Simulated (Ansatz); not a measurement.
# singlet C2H6In+ at 6 levels

Aim: a comparison of 6 runs (HF/STO-3G, HF/def2-SVPD, CAM-B3LYP/def2-SVPD, PBE0/def2-SVPD, SVWN5/def2-SVPD, revPBE/def2-SVPD) of singlet C2H6In+. 

The calculation is run with Ansatz 0.2.0.

33 further runs of the same task are left out: 33 set aside as unsound or not needed.

## (1) The molecule

The species is C2H6In+ (9 atoms), meant as a singlet with charge +1. As SMILES of the parent species, `C[In]C`. The shape is that of a PBE0-D4/def2-TZVP optimisation. That shape belongs to the parent species and isn't relaxed for this state.

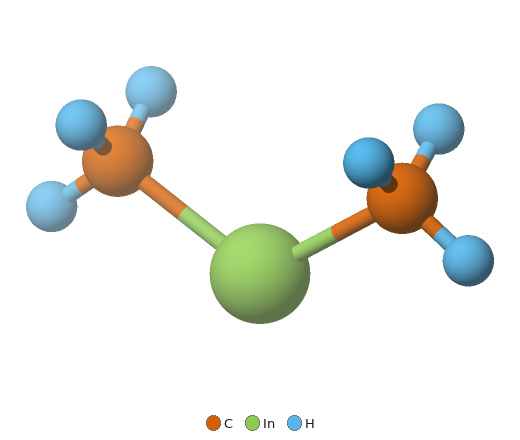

The structure, seen from a chosen angle (carbon orange, indium green, hydrogen blue).

## (2) The energy at HF/STO-3G (run 1)

Contents of job.yaml:

```yaml
crystal:
  periodic: [false, false, false]
  atoms:
    - {symbol: C, position_ang: [0.456290, 1.815870, 0.183390]}
    - {symbol: In, position_ang: [0.277560, 0.050300, -1.113490]}
    - {symbol: C, position_ang: [-0.450470, -1.814830, -0.206650]}
    - {symbol: H, position_ang: [-0.527030, 2.036110, 0.607180]}
    - {symbol: H, position_ang: [0.821920, 2.686500, -0.358540]}
    - {symbol: H, position_ang: [1.143860, 1.578810, 0.999510]}
    - {symbol: H, position_ang: [-1.445190, -1.633350, 0.208840]}
    - {symbol: H, position_ang: [-0.500920, -2.628420, -0.928380]}
    - {symbol: H, position_ang: [0.223960, -2.091000, 0.608130]}
basis:
  gaussian: {orbitals: STO-3G}
total_charge: 1
magnetization: {spin_polarized: false, initial_magnetization: 0}
hamiltonian: {xc: hf}
accuracy: high
output: {orbitals: {seedname: orbitals}}
```

Launch:

```bash
$ ansatz run job.yaml --threads 1 --pin off --max-ram 3480MiB --events-out events.jsonl --progress --plain --runs-dir runs
```

Log:

```text
Warning: RAYON_NUM_THREADS=1 ignored (pool sized by the plan → 1); use --threads N
Functional definition: HF
  name "HF"
  exchange = exact_x
  correlation = 0
833 factors; integrals over basis functions are off by at most 3.8e-9 eV
mean field evaluation 1: about -156763.4889 eV, gradient 1.8e1 eV
mean field evaluation 2: about -156763.5787 eV, gradient 1.8e1 eV
mean field evaluation 4: about -156764.9254 eV, gradient 1.3e0 eV
mean field evaluation 8: about -156764.9371 eV, gradient 5.1e-6 eV
mean field -156764.93706573 eV, -5761.0051780747 hartree, gradient 6.5e-9 eV, S^2 0.000000; 0 other end points of the search recorded, 0 dependent functions left out
reference -156764.93706573 eV, -5761.0051780747 hartree; 33, 33 occupied and 10, 10 virtual orbitals, 833 factors
Total energy: -156764.93706573 eV, -5761.0051780747 hartree
```

Run time: 1.4 s. Hardware: 1 thread of Arm Neoverse V1, shared host.

## (3) The energy at HF/def2-SVPD (core potential) (run 2)

Contents of run.yaml:

```yaml
crystal:
  periodic: [false, false, false]
  atoms:
    - {symbol: C, position_ang: [0.456290, 1.815870, 0.183390]}
    - {symbol: In, position_ang: [0.277560, 0.050300, -1.113490]}
    - {symbol: C, position_ang: [-0.450470, -1.814830, -0.206650]}
    - {symbol: H, position_ang: [-0.527030, 2.036110, 0.607180]}
    - {symbol: H, position_ang: [0.821920, 2.686500, -0.358540]}
    - {symbol: H, position_ang: [1.143860, 1.578810, 0.999510]}
    - {symbol: H, position_ang: [-1.445190, -1.633350, 0.208840]}
    - {symbol: H, position_ang: [-0.500920, -2.628420, -0.928380]}
    - {symbol: H, position_ang: [0.223960, -2.091000, 0.608130]}
basis:
  gaussian:
    orbitals: def2-SVPD
total_charge: 1
hamiltonian:
  xc: hf
accuracy: high
output:
  orbitals: {seedname: orbitals}
```

Launch:

```bash
$ ansatz run run.yaml --threads 1 --pin off --max-ram 3480MiB --events-out events.jsonl --progress --plain --runs-dir runs
```

Log:

```text
Warning: RAYON_NUM_THREADS=1 ignored (pool sized by the plan → 1); use --threads N
[... 4 set-up lines as earlier in the session ...]
2622 factors; integrals over basis functions are off by at most 2.6e-9 eV
mean field evaluation 1: about -7289.8831 eV, gradient 4.4e1 eV
mean field evaluation 2: about -7289.9377 eV, gradient 4.4e1 eV
mean field evaluation 4: about -7295.4150 eV, gradient 2.6e0 eV
mean field evaluation 8: about -7295.4598 eV, gradient 1.3e-1 eV
mean field -7295.45988839 eV, -268.1032058582 hartree, gradient 1.6e-8 eV, S^2 0.000000; 0 other end points of the search recorded, 0 dependent functions left out
reference -7295.45988839 eV, -268.1032058582 hartree; 19, 19 occupied and 101, 101 virtual orbitals, 2622 factors
Total energy: -7295.45988839 eV, -268.1032058582 hartree
```

It took 7.2 s on 1 thread of Arm Neoverse V1, shared host; peak memory 0.4 GiB.

Run 3 isn't shown in full; the table further down has it.

## (4) The energy at PBE0/def2-SVPD (core potential) (run 4)

Contents of in.yaml:

```yaml
crystal:
  periodic: [false, false, false]
  atoms:
    - symbol: C
      position_ang: [0.456290, 1.815870, 0.183390]
    - symbol: In
      position_ang: [0.277560, 0.050300, -1.113490]
    - symbol: C
      position_ang: [-0.450470, -1.814830, -0.206650]
    - symbol: H
      position_ang: [-0.527030, 2.036110, 0.607180]
    - symbol: H
      position_ang: [0.821920, 2.686500, -0.358540]
    - symbol: H
      position_ang: [1.143860, 1.578810, 0.999510]
    - symbol: H
      position_ang: [-1.445190, -1.633350, 0.208840]
    - symbol: H
      position_ang: [-0.500920, -2.628420, -0.928380]
    - symbol: H
      position_ang: [0.223960, -2.091000, 0.608130]
basis:
  gaussian: {orbitals: def2-SVPD}
accuracy: high
hamiltonian: {xc: pbe0}
total_charge: 1
output: {orbitals: {seedname: orbitals}}
```

Launch:

```bash
$ ansatz run in.yaml --threads 1 --pin off --max-ram 3480MiB --events-out events.jsonl --progress --plain --runs-dir runs
```

Log:

```text
Warning: RAYON_NUM_THREADS=1 ignored (pool sized by the plan → 1); use --threads N
Functional definition: PBE0
  name "PBE0"
  parameter a = 0.25
  parameter kappa = 0.804
  parameter beta = 0.06672455060314922
  exchange = (1 - a)*pbe_x(kappa = kappa, mu = beta*pi^2/3) + a*exact_x
  correlation = pbe_c(beta = beta)
2622 factors; integrals over basis functions are off by at most 2.6e-9 eV
mean field evaluation 1: about -7314.1003 eV, gradient 8.5e1 eV
mean field evaluation 2: about -7291.3842 eV, gradient 1.1e2 eV
mean field evaluation 4: about -7333.3584 eV, gradient 4.3e0 eV
mean field evaluation 8: about -7333.4776 eV, gradient 1.9e-1 eV
mean field evaluation 16: about -7333.4777 eV, gradient 1.9e-5 eV
mean field -7333.47768055 eV, -269.5003339506 hartree, gradient 2.5e-8 eV, S^2 0.000000; 0 other end points of the search recorded, 0 dependent functions left out
reference -7333.47768445 eV, -269.5003340937 hartree; 19, 19 occupied and 101, 101 virtual orbitals, 2622 factors
Total energy: -7333.47768445 eV, -269.5003340937 hartree
```

Run time: 14 s. Hardware: 1 thread of Arm Neoverse V1, shared host; peak memory 0.46 GiB.

Run 5 isn't shown in full; the table further down has it.

## (5) A single-point energy at revPBE/def2-SVPD (core potential) (run 6)

Contents of input.yaml:

```yaml
crystal:
  periodic: [false, false, false]
  atoms:
    - symbol: C
      position_ang: [0.456290, 1.815870, 0.183390]
    - symbol: In
      position_ang: [0.277560, 0.050300, -1.113490]
    - symbol: C
      position_ang: [-0.450470, -1.814830, -0.206650]
    - symbol: H
      position_ang: [-0.527030, 2.036110, 0.607180]
    - symbol: H
      position_ang: [0.821920, 2.686500, -0.358540]
    - symbol: H
      position_ang: [1.143860, 1.578810, 0.999510]
    - symbol: H
      position_ang: [-1.445190, -1.633350, 0.208840]
    - symbol: H
      position_ang: [-0.500920, -2.628420, -0.928380]
    - symbol: H
      position_ang: [0.223960, -2.091000, 0.608130]
basis:
  gaussian:
    orbitals: def2-SVPD
accuracy: high
hamiltonian:
  xc: {name: revPBE}
output:
  orbitals: {seedname: orbitals}
total_charge: 1
```

Launch:

```bash
$ ansatz run input.yaml --threads 1 --pin off --max-ram 3480MiB --events-out events.jsonl --progress --plain --runs-dir runs
```

Log:

```text
Warning: RAYON_NUM_THREADS=1 ignored (pool sized by the plan → 1); use --threads N
Functional definition: revPBE
  name "revPBE"
  parameter kappa = 1.245
[... 1 set-up line as earlier in the session ...]
  exchange = pbe_x(kappa = kappa, mu = beta*pi^2/3)
[... 1 set-up line as earlier in the session ...]
2622 factors; integrals over basis functions are off by at most 2.6e-9 eV
mean field evaluation 1: about -7308.3298 eV, gradient 1.0e2 eV
mean field evaluation 2: about -7202.0968 eV, gradient 1.7e2 eV
mean field evaluation 4: about -7336.3408 eV, gradient 1.5e1 eV
mean field evaluation 8: about -7337.1860 eV, gradient 2.7e-1 eV
mean field evaluation 16: about -7337.1862 eV, gradient 5.9e-6 eV
mean field -7337.18621813 eV, -269.6366201928 hartree, gradient 6.1e-8 eV, S^2 0.000000; 0 other end points of the search recorded, 0 dependent functions left out
reference -7337.18622461 eV, -269.6366204310 hartree; 19, 19 occupied and 101, 101 virtual orbitals, 2622 factors
Total energy: -7337.18622461 eV, -269.6366204310 hartree
```

Wall time 11 s (1 thread of Arm Neoverse V1, shared host); peak memory 0.36 GiB.

## (6) The series

```csv
run,level,core potential,energy (Eh),HOMO energy (eV),LUMO energy (eV),HOMO–LUMO gap (eV),wall time
1,HF/STO-3G,none,-5761.005178,-13.55,-3.33,10.23,1.4 s
2,HF/def2-SVPD (core potential),def2-SVPD,-268.103206,-14.93,-5.82,9.11,7.2 s
3,CAM-B3LYP/def2-SVPD (core potential),def2-SVPD,-269.520444,-14.03,-7.89,6.15,15 s
4,PBE0/def2-SVPD (core potential),def2-SVPD,-269.500334,-12.81,-8.76,4.05,14 s
5,SVWN5/def2-SVPD (core potential),def2-SVPD,-268.509492,-12.04,-9.75,2.29,8.4 s
6,revPBE/def2-SVPD (core potential),def2-SVPD,-269.636620,-11.77,-9.43,2.34,11 s
```

## (7) Outcome

| quantity | value |
| --- | --- |
| run 6: total energy | -269.63662 Eh |
| run 6: HOMO energy | -11.77 eV |
| run 6: LUMO energy | -9.43 eV |
| run 6: HOMO–LUMO gap | 2.34 eV |

The HOMO–LUMO gap runs from 2.29 eV (SVWN5/def2-SVPD) to 10.23 eV (HF/STO-3G). The two ends differ in method and basis and core potential. Totals of different functionals can't be ranked against each other. Some runs of one species differ in core potentials or relativity; totals across that change don't compare. In run 1 the basis is minimal, so the values are rough. In run 1 relativity is left out where basis or elements ask for it. All runs together took 58 s, the longest 15 s.
